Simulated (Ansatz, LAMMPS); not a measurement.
**Forces and charges in ionic liquid ethylpyridinium Br- with water at 450 K (195 atoms)**

What does DFT give for ionic liquid ethylpyridinium Br- with water at 450 K (195 atoms) as built?

Program: Ansatz 0.2.0. Level of theory: Kohn-Sham DFT, PBE+D3(BJ), PAW (set soft_2), plane waves. Results are calculated unless marked as measured.

**1. Set-up**

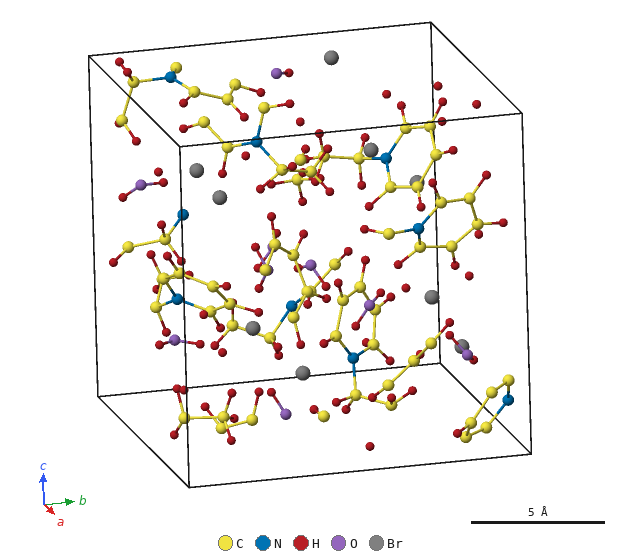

The starting structure, seen slightly off an axis (carbon yellow, nitrogen blue, hydrogen red, oxygen purple, bromine grey). Bonds to atoms that aren't drawn are left out. Some periodic images of atoms are drawn too.

The cell holds 195 atoms: 63 C, 9 N, 106 H, 8 O and 9 Br. Its edges and angles: a = 13.371 Å, b = 13.371 Å, c = 13.371 Å, α = 90.0°, β = 90.0°, γ = 90.0°. 9 ethylpyridinium, 9 Br-, 8 H2O placed at random, at 1.28 g/cm³; overlaps pushed apart, then 10 ps at 700 K with Joung-Cheatham ions (J. Phys. Chem. B 112, 9020 (2008)); MMFF94 bonds, angles, torsions, charges and radii (Halgren, J. Comput. Chem. 17, 490 (1996)) in harmonic and 12-6 forms; SPC/E water (Berendsen, Grigera and Straatsma, J. Phys. Chem. 91, 6269 (1987)); charges of ions scaled by 0.8. Snapshot after 30 ps at 450 K and fixed volume.

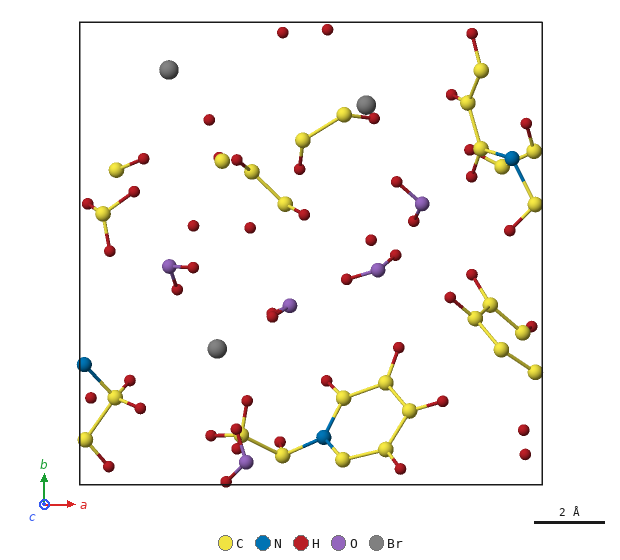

A slice 6 Å thick through the middle of the cell. Bonds to atoms that aren't drawn are left out.

Limits known from the start: The network of contacts between molecules at the start is that of the classical potential that made the cell, and needn't be the one that DFT or experiment would give. The density was typed from a rule of thumb and may lie off the real one at this temperature. Only the Γ point is sampled, in a cell whose shortest periodic width is 13 Å.

**2. Making the structure**

A classical potential supplies the starting structure, since it reaches far longer times than DFT.

This step: classical MD, Joung-Cheatham ions (J. Phys. Chem. B 112, 9020 (2008)); MMFF94 bonds, angles, torsions, charges and radii (Halgren, J. Comput. Chem. 17, 490 (1996)) in harmonic and 12-6 forms; SPC/E water (Berendsen, Grigera and Straatsma, J. Phys. Chem. 91, 6269 (1987)); charges of ions scaled by 0.8 (LAMMPS 22 Jul 2025 - Update 4).

in.lmp reads:

```
# ionic liquid ethylpyridinium Br- with water
units real
atom_style full
boundary p p p
bond_style harmonic
angle_style harmonic
dihedral_style opls
improper_style harmonic
special_bonds lj 0 0 0.5 coul 0 0 0.75
read_data data.lmp
neigh_modify delay 0 every 1 check yes one 4000
comm_modify cutoff 12.0
timestep 0.5
thermo_style custom step time temp pe press density
thermo_modify norm yes
# push overlapping molecules apart
pair_style soft 2.6
pair_coeff * * 0.0
variable a equal ramp(1,60)
fix ad all adapt 1 pair soft a * * v_a
velocity all create 700 408078 mom yes dist gaussian
fix lim all nve/limit 0.03
fix lan all langevin 700 700 50 408079 zero yes
thermo 1000
run 3000 post no
unfix ad
pair_style lj/cut/coul/long 9.0
pair_modify mix arithmetic tail yes
pair_coeff 1 1 0.0678 3.3680   # C
pair_coeff 2 2 0.0721 3.1460   # N
pair_coeff 3 3 0.0678 3.5860   # C
pair_coeff 4 4 0.0216 2.5400   # H
pair_coeff 5 5 0.1553 3.1660   # O
pair_coeff 6 6 0.0000 1.0000   # H
# [... 20 lines left out ...]
compute msd all msd com yes
thermo 7500
fix md all nvt temp 450 450 100
run 30000 post no
print "== T450: mean square displacement over the hold $(c_msd[4]:%.2f) A^2"
unfix md
uncompute msd
write_dump all custom T450.dump id type xs ys zs modify sort id
```

Command:

```sh
$ lmp -in in.lmp -log none -nocite
```

Numbers of over 12 decimals in the logs are rounded to 6 here.

Log:

```text
LAMMPS (22 Jul 2025 - Update 4)
Reading data file ...
  orthogonal box = (0 0 0) to (13.37051 13.37051 13.37051)
  195 atoms
  orthogonal box = (0 0 0) to (13.37051 13.37051 13.37051)
  178 bonds
  278 angles
  297 dihedrals
  54 impropers
   Step          Time           Temp          PotEng         Press         Density
         0   0              700            0.074827829   -8653.3686      1.2760008
      1000   500            572.82619      1.8133924      7398.7347      1.2760008
      2000   1000           582.80707      1.6184632      14715.767      1.2760008
      3000   1500           523.02392      1.7680027      5063.0669      1.2760008
Loop time of 0.389034 s on 1 MPI rank(s) for 3000 steps with 195 atoms
PPPM initialization ...
  G vector (1/distance) = 0.29694595
  grid = 8 8 8
  estimated relative force accuracy = 1.9173956e-05
   Step          Time           Temp          PotEng         Press         Density
      3000   1500           523.02392      6.3504768      137322.42      1.2760008
      3100   1550           523.02392     -2.3329752      15146.824      1.2760008
      3200   1600           523.02392     -2.6969822      10451.177      1.2760008
      3300   1650           523.02392     -2.8188896      8978.1446      1.2760008
Loop time of 0.483933 s on 1 MPI rank(s) for 300 steps with 195 atoms
[... 2 lines left out ...]
  Energy initial, next-to-last, final =
      6.35047682763378  -2.81824979712203  -2.81888958414878
  Force two-norm initial, final = 2474.5417 15.853477
  Iterations, force evaluations = 300 592
   Step          Time           Temp          PotEng         Press         Density
         0   0              700           -2.8188896      10935.364      1.2760008
      1000   500            628.76541     -1.240619       15235.822      1.2760008
      2000   1000           580.92994     -1.2719994      12467.486      1.2760008
Loop time of 1.36157 s on 1 MPI rank(s) for 2000 steps with 195 atoms
   Step          Time           Temp          PotEng         Press         Density
      2000   1000           605.91618     -1.3523754      16765.511      1.2760008
[... 5 lines left out ...]
Loop time of 8.95198 s on 1 MPI rank(s) for 10000 steps with 195 atoms
   Step          Time           Temp          PotEng         Press         Density
[... 4 lines left out ...]
Loop time of 3.76739 s on 1 MPI rank(s) for 5000 steps with 195 atoms
   Step          Time           Temp          PotEng         Press         Density
[... 2 lines left out ...]
     30000   29000          478.5994      -1.8151906      7523.0052      1.2760008
     37500   36500          415.45626     -1.8278585     -424.17391      1.2760008
     45000   44000          430.83752     -1.884189       6785.3319      1.2760008
     47000   46000          435.39295     -1.8165794      3249.0501      1.2760008
Loop time of 21.8243 s on 1 MPI rank(s) for 30000 steps with 195 atoms
== T450: mean square displacement over the hold 7.69 A^2
```

Elapsed: 37 s, on 1 thread of Intel Xeon Platinum 8488C (Sapphire Rapids), shared host; peak memory 0.13 GiB.

The input also reads data.lmp (atoms, bonds and types; not printed here).

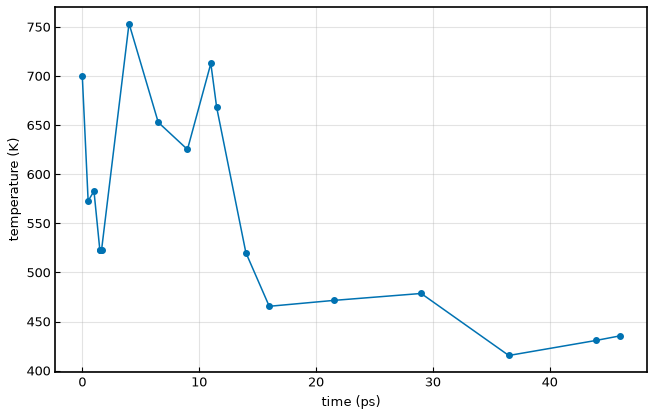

Temperature against time.

(Continued in part 2 of 3.)

[Logs are printed without paths, hosts, clocks, repeated set-up lines and the standing remarks that a program may print on its own settings, such as how far it seeks lower states.]

[Hosts, paths, dates, database ids (printed as entryN), source tags and the programs' standing remarks are cut or masked in the printed files.]

[The MMFF94 radii named for the starting cell were scaled by 0.96; in molecules described by MMFF94, hydrogen bound to N, O or S took a small fixed 12-6 site in their place.]
